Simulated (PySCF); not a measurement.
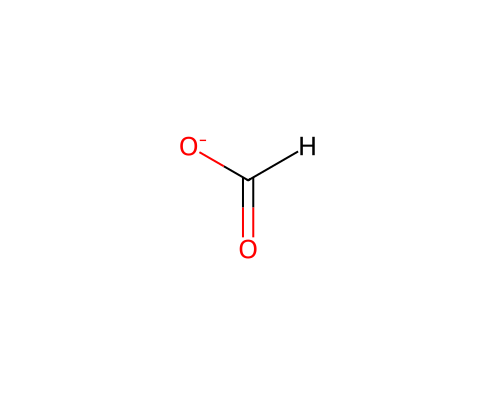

2D structure. State: charge −1, singlet.

Write the SMILES.

Answer. O=C[O-]

Give the formula, hydrogens included.

Answer. CHO2, charge -1.

An optimisation with PBE0-D3(BJ)/def2-SVP gave a structure of which point group?

Answer. C2v.

More results for the same structure follow; atom numbers are the same in all pictures, views and colours differ. Computed geometry: PBE0-D3(BJ)/def2-SVP optimisation. No frequency run is at hand to confirm it as a minimum.

**NMR shielding**

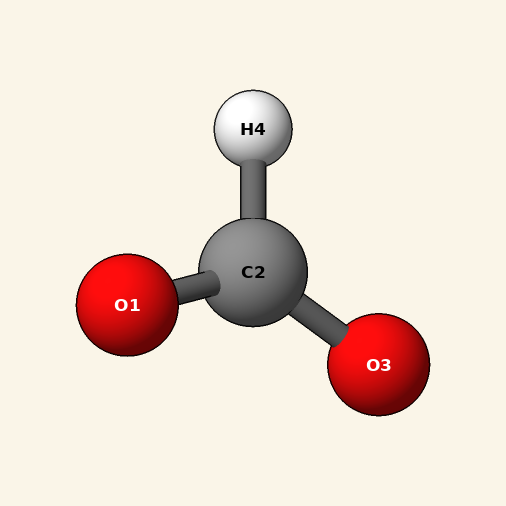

No frequency run is at hand to confirm it as a minimum. Properties computed with GIAO PBE0/pcSseg-1 NMR shielding, non-relativistic, gas phase (PySCF 2.14.0). Principal shieldings σ11 ≤ σ22 ≤ σ33, span Ω = σ33 − σ11, skew κ = 3(σiso − σ22)/Ω.

Give the shielding tensors of the C atoms.

| atom | σ11 | σ22 | σ33 | σiso | Ω | κ |
| --- | --- | --- | --- | --- | --- | --- |
| C2 | −77.8 | 53.3 | 90.7 | 22.1 | 168.6 | −0.56 |

Shieldings and span in ppm.

**Bond orders**

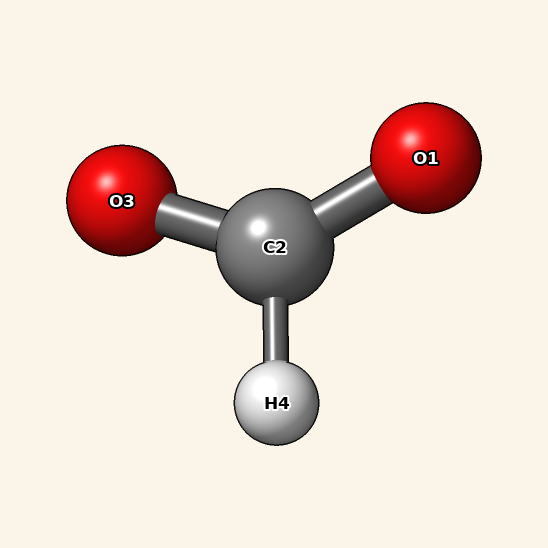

The thickness of each stick grows with its Mayer bond order. No frequency run is at hand to confirm it as a minimum. Computed with PBE0/pcSseg-1 (PySCF 2.14.0).

List the Mayer bond orders of O1–C2, C2–H4 (one bond of each equivalent set).

```tsv
bond	Mayer order	length (Å)
O1–C2	1.74	1.242
C2–H4	0.88	1.168
```

**Spin–spin coupling**

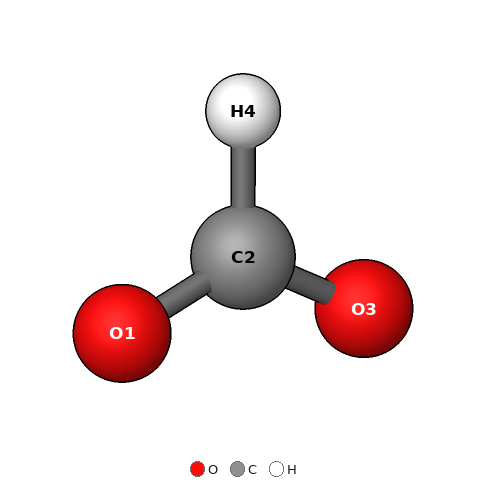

No frequency run is at hand to confirm it as a minimum. Method: B3LYP/pcJ-1 indirect spin-spin coupling, non-relativistic, gas phase (PySCF 2.14.0). Isotopes: 13C, 1H, 17O.

Give the spin–spin coupling constants of these pairs, with the number of bonds between them: O1/C2, C2/H4, C2/O3, O1/H4, O1/O3, O3/H4.

```json
{"pair": "O1, C2", "bonds apart": "1", "J (Hz)": "30.1"}
{"pair": "C2, H4", "bonds apart": "1", "J (Hz)": "148.5"}
{"pair": "C2, O3", "bonds apart": "1", "J (Hz)": "30.1"}
{"pair": "O1, H4", "bonds apart": "2", "J (Hz)": "−18.2"}
{"pair": "O1, O3", "bonds apart": "2", "J (Hz)": "−5.6"}
{"pair": "O3, H4", "bonds apart": "2", "J (Hz)": "−18.2"}
```
